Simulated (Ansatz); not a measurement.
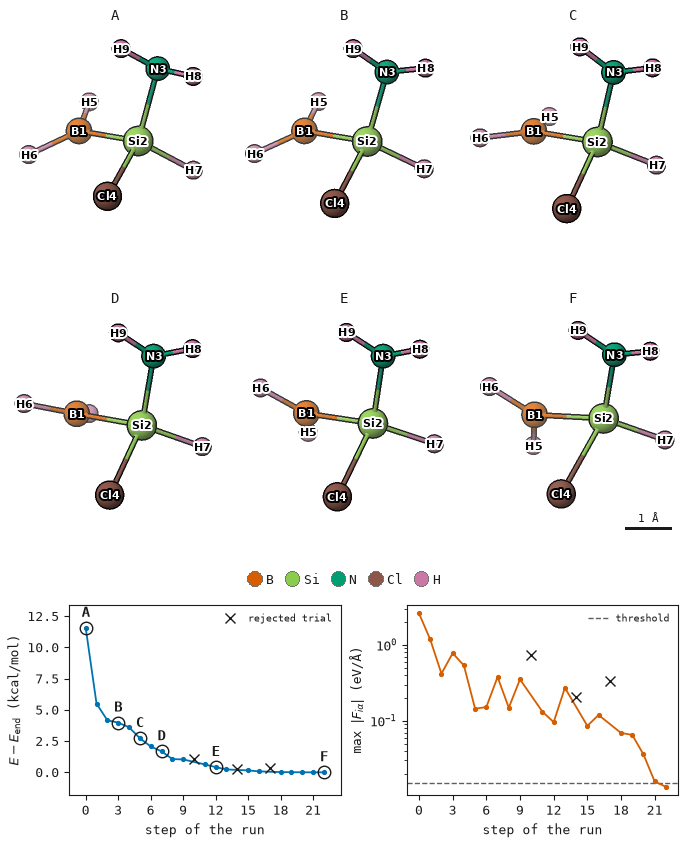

Frames of a relaxation of BSiNH5Cl, marked on the history of the run. Style: ball-and-stick. Shown from a free direction.

The run prepares an end point of a later path (torsion) calculation, from a guessed geometry.

All numbers below come from RKS B3LYP-D4/def2-SVP in Ansatz 0.2.0. Settings: no spin polarisation; force threshold 0.015 eV/Å; at most 40 steps.

Describe the path.

Answer. After 19 accepted moves (22 points after the start) the energy has fallen by 11.6 kcal/mol. The largest force component goes from 2.6 to 0.013 eV/Å. The line search rejected the trial steps at points 10, 14, 17 of the run. The atom that moves furthest after the best rigid fit is H5 (1.37 Å). By element the largest moves are H 1.37 Å, Cl 0.70 Å, N 0.22 Å, Si 0.22 Å, B 0.07 Å. Near-neighbour distances that change, for instance: B1–Si2 1.876 → 1.984 Å, Si2–Cl4 2.050 → 2.144 Å, Si2–N3 1.775 → 1.717 Å, N3–H8 1.067 → 1.016 Å. Among the angles between lasting bonds that change: B1–Si2–Cl4 111.3° → 89.8°, Si2–N3–H8 106.2° → 121.4°, B1–Si2–H7 108.8° → 122.0°. Groups turn about B1–Si2 by about 85°. From step 0 to 3: H8 moves most (0.23 Å), energy −7.59 kcal/mol. From step 3 to 5: H6 moves most (0.40 Å), energy −1.25 kcal/mol. From step 5 to 7: H6 moves most (0.40 Å), energy −1.05 kcal/mol. From step 7 to 12: H5 moves most (0.46 Å), energy −1.26 kcal/mol. From step 12 to 22: H5 moves most (0.32 Å), energy −0.42 kcal/mol.

```json
{"step": "0", "E − E(0), kcal/mol": "0.00", "largest force component, eV/Å": "2.5928", "note": ""}
{"step": "1", "E − E(0), kcal/mol": "-6.07", "largest force component, eV/Å": "1.1773", "note": ""}
{"step": "2", "E − E(0), kcal/mol": "-7.40", "largest force component, eV/Å": "0.4172", "note": ""}
{"step": "3", "E − E(0), kcal/mol": "-7.59", "largest force component, eV/Å": "0.7759", "note": ""}
{"step": "4", "E − E(0), kcal/mol": "-7.96", "largest force component, eV/Å": "0.5346", "note": ""}
{"step": "5", "E − E(0), kcal/mol": "-8.83", "largest force component, eV/Å": "0.1441", "note": ""}
{"step": "6", "E − E(0), kcal/mol": "-9.50", "largest force component, eV/Å": "0.1515", "note": ""}
{"step": "7", "E − E(0), kcal/mol": "-9.88", "largest force component, eV/Å": "0.3769", "note": ""}
{"step": "8", "E − E(0), kcal/mol": "-10.51", "largest force component, eV/Å": "0.1486", "note": ""}
{"step": "9", "E − E(0), kcal/mol": "-10.53", "largest force component, eV/Å": "0.3508", "note": ""}
{"step": "10", "E − E(0), kcal/mol": "-10.50", "largest force component, eV/Å": "0.7339", "note": "rejected"}
{"step": "11", "E − E(0), kcal/mol": "-10.93", "largest force component, eV/Å": "0.1314", "note": ""}
{"step": "12", "E − E(0), kcal/mol": "-11.15", "largest force component, eV/Å": "0.0959", "note": ""}
{"step": "13", "E − E(0), kcal/mol": "-11.33", "largest force component, eV/Å": "0.2715", "note": ""}
{"step": "14", "E − E(0), kcal/mol": "-11.33", "largest force component, eV/Å": "0.2086", "note": "rejected"}
{"step": "15", "E − E(0), kcal/mol": "-11.41", "largest force component, eV/Å": "0.0856", "note": ""}
{"step": "16", "E − E(0), kcal/mol": "-11.49", "largest force component, eV/Å": "0.1192", "note": ""}
{"step": "17", "E − E(0), kcal/mol": "-11.26", "largest force component, eV/Å": "0.3344", "note": "rejected"}
{"step": "18", "E − E(0), kcal/mol": "-11.55", "largest force component, eV/Å": "0.0690", "note": ""}
{"step": "19", "E − E(0), kcal/mol": "-11.56", "largest force component, eV/Å": "0.0651", "note": ""}
{"step": "20", "E − E(0), kcal/mol": "-11.56", "largest force component, eV/Å": "0.0360", "note": ""}
{"step": "21", "E − E(0), kcal/mol": "-11.57", "largest force component, eV/Å": "0.0158", "note": ""}
{"step": "22", "E − E(0), kcal/mol": "-11.57", "largest force component, eV/Å": "0.0135", "note": ""}
```
